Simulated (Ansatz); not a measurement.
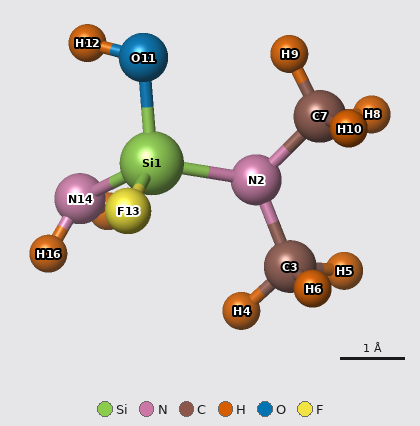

Fig. 1: The input geometry (ball-and-stick view, seen at a tilt; atoms are numbered from 1 in the order of the input). Bond lengths as drawn: C–H 1.10 to 1.11 Å, C–N 1.48 Å, F–Si 1.63 Å, H–N 1.04 Å, H–O 1.01 Å, N–Si 1.74 to 1.75 Å and O–Si 1.69 Å.

## C2H9FN2OSi: molecular dynamics (part 1 of 3)

The run: molecular dynamics of C2H9FN2OSi. Method and program: RKS PBE0-D4/STO-3G (Ansatz 0.2.0).

It belongs to a series of runs on one base structure; here: dynamics from the start. Figures and captions count atoms from 1; the log counts them from 0 in places.

### Output
```
Engine: ansatz 0.2.0, aarch64-unknown-linux-gnu
Functional definition: PBE0
  parameter a = 0.25
  parameter kappa = 0.804
  parameter beta = 0.06672455060314922
  exchange = (1 - a)*pbe_x(kappa = kappa, mu = beta*pi^2/3) + a*exact_x
  correlation = pbe_c(beta = beta)
713 factors; integrals over basis functions are off by at most 1.2e-5 eV
mean field evaluation 1: about -17603.1903 eV, gradient 3.3e1 eV
mean field evaluation 2: about -17604.4839 eV, gradient 2.8e1 eV
mean field evaluation 4: about -17606.8200 eV, gradient 8.3e-1 eV
mean field evaluation 8: about -17606.7862 eV, gradient 2.9e-2 eV
mean field -17606.78616232 eV, -647.0374571571 hartree, gradient 2.0e-5 eV, S^2 0.000000; 0 other end points of the search recorded, 0 dependent functions left out
the calculation of the forces begins
reference -17606.78618407 eV, -647.0374579562 hartree; 33, 33 occupied and 15, 15 virtual orbitals, 713 factors
md step     0: t =     0.00 fs  T =   187.5 K  F+E_penalty+E_count = -17607.11106931 eV  E_kin = 0.387780 eV  (22 SCF iters)
these checks for a lower state are left out or cut short: starts, cluster_reference, orbital_swaps, neighbouring_geometries, increment
713 factors; integrals over basis functions are off by at most 1.2e-5 eV
mean field evaluation 16: about -17606.8110 eV, gradient 2.4e-3 eV
mean field -17606.77536156 eV, -647.0370602362 hartree, gradient 1.5e-5 eV, S^2 0.000000; 0 other end points of the search recorded, 0 dependent functions left out
the calculation of the forces begins
reference -17606.77538330 eV, -647.0370610354 hartree; 33, 33 occupied and 15, 15 virtual orbitals, 713 factors
md step     1: t =     0.50 fs  T =   182.8 K  F+E_penalty+E_count = -17607.10024474 eV  E_kin = 0.377977 eV  (26 SCF iters)
[... from here on the SCF iterations and repeated set-up lines of each step are left out, up to the last step ...]
md step     2: t =     1.00 fs  T =   166.7 K  F+E_penalty+E_count = -17607.07118505 eV  E_kin = 0.344727 eV  (26 SCF iters)
md step     3: t =     1.50 fs  T =   149.5 K  F+E_penalty+E_count = -17607.03547192 eV  E_kin = 0.309116 eV  (26 SCF iters)
md step     4: t =     2.00 fs  T =   135.2 K  F+E_penalty+E_count = -17607.00573683 eV  E_kin = 0.279612 eV  (26 SCF iters)
md step     5: t =     2.50 fs  T =   128.3 K  F+E_penalty+E_count = -17606.98963395 eV  E_kin = 0.265425 eV  (26 SCF iters)
md step     6: t =     3.00 fs  T =   126.3 K  F+E_penalty+E_count = -17606.98654303 eV  E_kin = 0.261224 eV  (26 SCF iters)
md step     7: t =     3.50 fs  T =   126.1 K  F+E_penalty+E_count = -17606.98920951 eV  E_kin = 0.260855 eV  (26 SCF iters)
md step     8: t =     4.00 fs  T =   125.1 K  F+E_penalty+E_count = -17606.98727143 eV  E_kin = 0.258823 eV  (26 SCF iters)
md step     9: t =     4.50 fs  T =   121.6 K  F+E_penalty+E_count = -17606.97324765 eV  E_kin = 0.251393 eV  (26 SCF iters)
md step    10: t =     5.00 fs  T =   109.5 K  F+E_penalty+E_count = -17606.94756698 eV  E_kin = 0.226446 eV  (26 SCF iters)
md step    11: t =     5.50 fs  T =    95.9 K  F+E_penalty+E_count = -17606.91669746 eV  E_kin = 0.198287 eV  (26 SCF iters)
md step    12: t =     6.00 fs  T =    83.6 K  F+E_penalty+E_count = -17606.89019593 eV  E_kin = 0.172919 eV  (20 SCF iters)
md step    13: t =     6.50 fs  T =    78.8 K  F+E_penalty+E_count = -17606.87685027 eV  E_kin = 0.163063 eV  (20 SCF iters)
md step    14: t =     7.00 fs  T =    80.4 K  F+E_penalty+E_count = -17606.87978902 eV  E_kin = 0.166266 eV  (20 SCF iters)
md step    15: t =     7.50 fs  T =    88.0 K  F+E_penalty+E_count = -17606.89750532 eV  E_kin = 0.182013 eV  (20 SCF iters)
md step    16: t =     8.00 fs  T =   100.6 K  F+E_penalty+E_count = -17606.92407974 eV  E_kin = 0.208090 eV  (26 SCF iters)
md step    17: t =     8.50 fs  T =   112.9 K  F+E_penalty+E_count = -17606.95007202 eV  E_kin = 0.233499 eV  (23 SCF iters)
md step    18: t =     9.00 fs  T =   121.9 K  F+E_penalty+E_count = -17606.96660459 eV  E_kin = 0.252079 eV  (26 SCF iters)
md step    19: t =     9.50 fs  T =   122.2 K  F+E_penalty+E_count = -17606.96958678 eV  E_kin = 0.252665 eV  (26 SCF iters)
md step    20: t =    10.00 fs  T =   122.2 K  F+E_penalty+E_count = -17606.96308215 eV  E_kin = 0.252755 eV  (26 SCF iters)
md step    21: t =    10.50 fs  T =   119.1 K  F+E_penalty+E_count = -17606.95610075 eV  E_kin = 0.246275 eV  (26 SCF iters)
md step    22: t =    11.00 fs  T =   119.1 K  F+E_penalty+E_count = -17606.95751890 eV  E_kin = 0.246385 eV  (20 SCF iters)
md step    23: t =    11.50 fs  T =   124.1 K  F+E_penalty+E_count = -17606.96964983 eV  E_kin = 0.256694 eV  (20 SCF iters)
md step    24: t =    12.00 fs  T =   133.1 K  F+E_penalty+E_count = -17606.98739326 eV  E_kin = 0.275302 eV  (26 SCF iters)
md step    25: t =    12.50 fs  T =   142.2 K  F+E_penalty+E_count = -17607.00262496 eV  E_kin = 0.294005 eV  (26 SCF iters)
md step    26: t =    13.00 fs  T =   144.7 K  F+E_penalty+E_count = -17607.00826671 eV  E_kin = 0.299337 eV  (26 SCF iters)
md step    27: t =    13.50 fs  T =   141.4 K  F+E_penalty+E_count = -17607.00175871 eV  E_kin = 0.292401 eV  (26 SCF iters)
md step    28: t =    14.00 fs  T =   134.8 K  F+E_penalty+E_count = -17606.98613566 eV  E_kin = 0.278758 eV  (26 SCF iters)
md step    29: t =    14.50 fs  T =   128.0 K  F+E_penalty+E_count = -17606.96813074 eV  E_kin = 0.264815 eV  (26 SCF iters)
md step    30: t =    15.00 fs  T =   121.1 K  F+E_penalty+E_count = -17606.95325689 eV  E_kin = 0.250404 eV  (20 SCF iters)
md step    31: t =    15.50 fs  T =   117.5 K  F+E_penalty+E_count = -17606.94489402 eV  E_kin = 0.242992 eV  (20 SCF iters)
md step    32: t =    16.00 fs  T =   117.1 K  F+E_penalty+E_count = -17606.94328493 eV  E_kin = 0.242198 eV  (26 SCF iters)
md step    33: t =    16.50 fs  T =   116.1 K  F+E_penalty+E_count = -17606.94550967 eV  E_kin = 0.240186 eV  (26 SCF iters)
md step    34: t =    17.00 fs  T =   118.9 K  F+E_penalty+E_count = -17606.94739906 eV  E_kin = 0.245937 eV  (26 SCF iters)
md step    35: t =    17.50 fs  T =   117.2 K  F+E_penalty+E_count = -17606.94389742 eV  E_kin = 0.242309 eV  (26 SCF iters)
md step    36: t =    18.00 fs  T =   112.6 K  F+E_penalty+E_count = -17606.93246872 eV  E_kin = 0.232889 eV  (23 SCF iters)
md step    37: t =    18.50 fs  T =   104.1 K  F+E_penalty+E_count = -17606.91535453 eV  E_kin = 0.215258 eV  (26 SCF iters)
md step    38: t =    19.00 fs  T =    98.4 K  F+E_penalty+E_count = -17606.89906558 eV  E_kin = 0.203469 eV  (20 SCF iters)
md step    39: t =    19.50 fs  T =    94.9 K  F+E_penalty+E_count = -17606.88983578 eV  E_kin = 0.196315 eV  (19 SCF iters)
md step    40: t =    20.00 fs  T =    95.9 K  F+E_penalty+E_count = -17606.88981595 eV  E_kin = 0.198421 eV  (20 SCF iters)
md step    41: t =    20.50 fs  T =    96.8 K  F+E_penalty+E_count = -17606.89541268 eV  E_kin = 0.200237 eV  (20 SCF iters)
md step    42: t =    21.00 fs  T =    98.3 K  F+E_penalty+E_count = -17606.89946547 eV  E_kin = 0.203383 eV  (26 SCF iters)
md step    43: t =    21.50 fs  T =    96.0 K  F+E_penalty+E_count = -17606.89649647 eV  E_kin = 0.198587 eV  (26 SCF iters)
md step    44: t =    22.00 fs  T =    91.3 K  F+E_penalty+E_count = -17606.88671498 eV  E_kin = 0.188919 eV  (26 SCF iters)
md step    45: t =    22.50 fs  T =    86.3 K  F+E_penalty+E_count = -17606.87365003 eV  E_kin = 0.178529 eV  (26 SCF iters)
md step    46: t =    23.00 fs  T =    82.1 K  F+E_penalty+E_count = -17606.86186034 eV  E_kin = 0.169706 eV  (20 SCF iters)
md step    47: t =    23.50 fs  T =    83.7 K  F+E_penalty+E_count = -17606.85662013 eV  E_kin = 0.173127 eV  (20 SCF iters)
md step    48: t =    24.00 fs  T =    85.8 K  F+E_penalty+E_count = -17606.86038876 eV  E_kin = 0.177399 eV  (20 SCF iters)
md step    49: t =    24.50 fs  T =    91.8 K  F+E_penalty+E_count = -17606.87263369 eV  E_kin = 0.189950 eV  (20 SCF iters)
md step    50: t =    25.00 fs  T =    99.8 K  F+E_penalty+E_count = -17606.88980683 eV  E_kin = 0.206397 eV  (26 SCF iters)
md step    51: t =    25.50 fs  T =   107.5 K  F+E_penalty+E_count = -17606.90652148 eV  E_kin = 0.222348 eV  (26 SCF iters)
md step    52: t =    26.00 fs  T =   113.4 K  F+E_penalty+E_count = -17606.91770362 eV  E_kin = 0.234611 eV  (26 SCF iters)
md step    53: t =    26.50 fs  T =   116.0 K  F+E_penalty+E_count = -17606.92046450 eV  E_kin = 0.239947 eV  (26 SCF iters)
md step    54: t =    27.00 fs  T =   115.8 K  F+E_penalty+E_count = -17606.91714377 eV  E_kin = 0.239442 eV  (26 SCF iters)
md step    55: t =    27.50 fs  T =   113.3 K  F+E_penalty+E_count = -17606.91338022 eV  E_kin = 0.234380 eV  (26 SCF iters)
md step    56: t =    28.00 fs  T =   117.0 K  F+E_penalty+E_count = -17606.91616694 eV  E_kin = 0.241924 eV  (23 SCF iters)
md step    57: t =    28.50 fs  T =   122.5 K  F+E_penalty+E_count = -17606.92733741 eV  E_kin = 0.253258 eV  (26 SCF iters)
md step    58: t =    29.00 fs  T =   128.7 K  F+E_penalty+E_count = -17606.94282387 eV  E_kin = 0.266212 eV  (26 SCF iters)
md step    59: t =    29.50 fs  T =   134.7 K  F+E_penalty+E_count = -17606.95539085 eV  E_kin = 0.278525 eV  (26 SCF iters)
md step    60: t =    30.00 fs  T =   135.0 K  F+E_penalty+E_count = -17606.95773748 eV  E_kin = 0.279146 eV  (26 SCF iters)
md step    61: t =    30.50 fs  T =   127.8 K  F+E_penalty+E_count = -17606.94727561 eV  E_kin = 0.264380 eV  (26 SCF iters)
md step    62: t =    31.00 fs  T =   118.7 K  F+E_penalty+E_count = -17606.92719402 eV  E_kin = 0.245569 eV  (26 SCF iters)
md step    63: t =    31.50 fs  T =   109.6 K  F+E_penalty+E_count = -17606.90378479 eV  E_kin = 0.226612 eV  (26 SCF iters)
md step    64: t =    32.00 fs  T =   101.2 K  F+E_penalty+E_count = -17606.88328634 eV  E_kin = 0.209213 eV  (26 SCF iters)
md step    65: t =    32.50 fs  T =    96.9 K  F+E_penalty+E_count = -17606.86994773 eV  E_kin = 0.200342 eV  (20 SCF iters)
md step    66: t =    33.00 fs  T =    94.9 K  F+E_penalty+E_count = -17606.86464953 eV  E_kin = 0.196362 eV  (20 SCF iters)
md step    67: t =    33.50 fs  T =    95.0 K  F+E_penalty+E_count = -17606.86503742 eV  E_kin = 0.196518 eV  (26 SCF iters)
md step    68: t =    34.00 fs  T =    95.3 K  F+E_penalty+E_count = -17606.86639718 eV  E_kin = 0.197122 eV  (26 SCF iters)
md step    69: t =    34.50 fs  T =    93.8 K  F+E_penalty+E_count = -17606.86344569 eV  E_kin = 0.194066 eV  (26 SCF iters)
md step    70: t =    35.00 fs  T =    90.7 K  F+E_penalty+E_count = -17606.85288124 eV  E_kin = 0.187667 eV  (26 SCF iters)
md step    71: t =    35.50 fs  T =    82.1 K  F+E_penalty+E_count = -17606.83566183 eV  E_kin = 0.169766 eV  (26 SCF iters)
md step    72: t =    36.00 fs  T =    73.2 K  F+E_penalty+E_count = -17606.81798618 eV  E_kin = 0.151470 eV  (26 SCF iters)
md step    73: t =    36.50 fs  T =    69.1 K  F+E_penalty+E_count = -17606.80933772 eV  E_kin = 0.142882 eV  (20 SCF iters)
md step    74: t =    37.00 fs  T =    72.0 K  F+E_penalty+E_count = -17606.81606675 eV  E_kin = 0.148972 eV  (20 SCF iters)
md step    75: t =    37.50 fs  T =    81.3 K  F+E_penalty+E_count = -17606.83623598 eV  E_kin = 0.168096 eV  (23 SCF iters)
md step    76: t =    38.00 fs  T =    90.3 K  F+E_penalty+E_count = -17606.86177174 eV  E_kin = 0.186762 eV  (26 SCF iters)
md step    77: t =    38.50 fs  T =   102.5 K  F+E_penalty+E_count = -17606.88364562 eV  E_kin = 0.212005 eV  (26 SCF iters)
md step    78: t =    39.00 fs  T =   109.8 K  F+E_penalty+E_count = -17606.89588649 eV  E_kin = 0.226995 eV  (26 SCF iters)
md step    79: t =    39.50 fs  T =   113.3 K  F+E_penalty+E_count = -17606.89728861 eV  E_kin = 0.234261 eV  (26 SCF iters)
md step    80: t =    40.00 fs  T =   112.6 K  F+E_penalty+E_count = -17606.89178350 eV  E_kin = 0.232870 eV  (26 SCF iters)
md step    81: t =    40.50 fs  T =   109.1 K  F+E_penalty+E_count = -17606.88567235 eV  E_kin = 0.225657 eV  (20 SCF iters)
md step    82: t =    41.00 fs  T =   107.2 K  F+E_penalty+E_count = -17606.88437466 eV  E_kin = 0.221641 eV  (20 SCF iters)
md step    83: t =    41.50 fs  T =   110.2 K  F+E_penalty+E_count = -17606.89029579 eV  E_kin = 0.227831 eV  (20 SCF iters)
md step    84: t =    42.00 fs  T =   118.1 K  F+E_penalty+E_count = -17606.90194601 eV  E_kin = 0.244266 eV  (26 SCF iters)
md step    85: t =    42.50 fs  T =   125.9 K  F+E_penalty+E_count = -17606.91461792 eV  E_kin = 0.260450 eV  (26 SCF iters)
md step    86: t =    43.00 fs  T =   129.7 K  F+E_penalty+E_count = -17606.92092318 eV  E_kin = 0.268166 eV  (26 SCF iters)
md step    87: t =    43.50 fs  T =   126.9 K  F+E_penalty+E_count = -17606.91483736 eV  E_kin = 0.262511 eV  (26 SCF iters)
md step    88: t =    44.00 fs  T =   118.4 K  F+E_penalty+E_count = -17606.89591804 eV  E_kin = 0.244792 eV  (26 SCF iters)
md step    89: t =    44.50 fs  T =   105.7 K  F+E_penalty+E_count = -17606.87008707 eV  E_kin = 0.218640 eV  (26 SCF iters)
md step    90: t =    45.00 fs  T =    93.8 K  F+E_penalty+E_count = -17606.84704085 eV  E_kin = 0.193904 eV  (20 SCF iters)
md step    91: t =    45.50 fs  T =    86.0 K  F+E_penalty+E_count = -17606.83421735 eV  E_kin = 0.177825 eV  (20 SCF iters)
md step    92: t =    46.00 fs  T =    84.9 K  F+E_penalty+E_count = -17606.83371931 eV  E_kin = 0.175627 eV  (20 SCF iters)
md step    93: t =    46.50 fs  T =    85.6 K  F+E_penalty+E_count = -17606.84038777 eV  E_kin = 0.176938 eV  (20 SCF iters)
md step    94: t =    47.00 fs  T =    88.9 K  F+E_penalty+E_count = -17606.84622078 eV  E_kin = 0.183763 eV  (26 SCF iters)
md step    95: t =    47.50 fs  T =    90.2 K  F+E_penalty+E_count = -17606.84511779 eV  E_kin = 0.186580 eV  (23 SCF iters)
md step    96: t =    48.00 fs  T =    84.3 K  F+E_penalty+E_count = -17606.83496251 eV  E_kin = 0.174439 eV  (26 SCF iters)
md step    97: t =    48.50 fs  T =    75.6 K  F+E_penalty+E_count = -17606.81861879 eV  E_kin = 0.156446 eV  (20 SCF iters)
md step    98: t =    49.00 fs  T =    66.3 K  F+E_penalty+E_count = -17606.80225913 eV  E_kin = 0.137126 eV  (20 SCF iters)
md step    99: t =    49.50 fs  T =    61.9 K  F+E_penalty+E_count = -17606.79198770 eV  E_kin = 0.127971 eV  (21 SCF iters)
md step   100: t =    50.00 fs  T =    62.1 K  F+E_penalty+E_count = -17606.79153821 eV  E_kin = 0.128394 eV  (20 SCF iters)
md step   101: t =    50.50 fs  T =    67.8 K  F+E_penalty+E_count = -17606.80113761 eV  E_kin = 0.140290 eV  (20 SCF iters)
md step   102: t =    51.00 fs  T =    75.2 K  F+E_penalty+E_count = -17606.81723396 eV  E_kin = 0.155446 eV  (20 SCF iters)
md step   103: t =    51.50 fs  T =    85.6 K  F+E_penalty+E_count = -17606.83391476 eV  E_kin = 0.176984 eV  (26 SCF iters)
md step   104: t =    52.00 fs  T =    90.9 K  F+E_penalty+E_count = -17606.84485392 eV  E_kin = 0.188057 eV  (26 SCF iters)
md step   105: t =    52.50 fs  T =    92.6 K  F+E_penalty+E_count = -17606.84753146 eV  E_kin = 0.191602 eV  (26 SCF iters)
md step   106: t =    53.00 fs  T =    91.5 K  F+E_penalty+E_count = -17606.84466220 eV  E_kin = 0.189308 eV  (26 SCF iters)
md step   107: t =    53.50 fs  T =    93.9 K  F+E_penalty+E_count = -17606.84277272 eV  E_kin = 0.194226 eV  (26 SCF iters)
md step   108: t =    54.00 fs  T =    95.3 K  F+E_penalty+E_count = -17606.84751524 eV  E_kin = 0.197095 eV  (26 SCF iters)
md step   109: t =    54.50 fs  T =    99.8 K  F+E_penalty+E_count = -17606.86060877 eV  E_kin = 0.206437 eV  (26 SCF iters)
md step   110: t =    55.00 fs  T =   108.4 K  F+E_penalty+E_count = -17606.87811419 eV  E_kin = 0.224179 eV  (26 SCF iters)
md step   111: t =    55.50 fs  T =   115.8 K  F+E_penalty+E_count = -17606.89434718 eV  E_kin = 0.239419 eV  (26 SCF iters)
md step   112: t =    56.00 fs  T =   119.4 K  F+E_penalty+E_count = -17606.90507614 eV  E_kin = 0.247019 eV  (26 SCF iters)
md step   113: t =    56.50 fs  T =   122.1 K  F+E_penalty+E_count = -17606.90858756 eV  E_kin = 0.252544 eV  (26 SCF iters)
md step   114: t =    57.00 fs  T =   120.8 K  F+E_penalty+E_count = -17606.90531026 eV  E_kin = 0.249732 eV  (26 SCF iters)
md step   115: t =    57.50 fs  T =   114.8 K  F+E_penalty+E_count = -17606.89780682 eV  E_kin = 0.237479 eV  (23 SCF iters)
md step   116: t =    58.00 fs  T =   110.9 K  F+E_penalty+E_count = -17606.88962324 eV  E_kin = 0.229447 eV  (26 SCF iters)
md step   117: t =    58.50 fs  T =   108.7 K  F+E_penalty+E_count = -17606.88287277 eV  E_kin = 0.224824 eV  (26 SCF iters)
md step   118: t =    59.00 fs  T =   106.5 K  F+E_penalty+E_count = -17606.87781048 eV  E_kin = 0.220256 eV  (26 SCF iters)
md step   119: t =    59.50 fs  T =   104.3 K  F+E_penalty+E_count = -17606.87349419 eV  E_kin = 0.215679 eV  (26 SCF iters)
md step   120: t =    60.00 fs  T =   101.2 K  F+E_penalty+E_count = -17606.86831313 eV  E_kin = 0.209281 eV  (26 SCF iters)
```
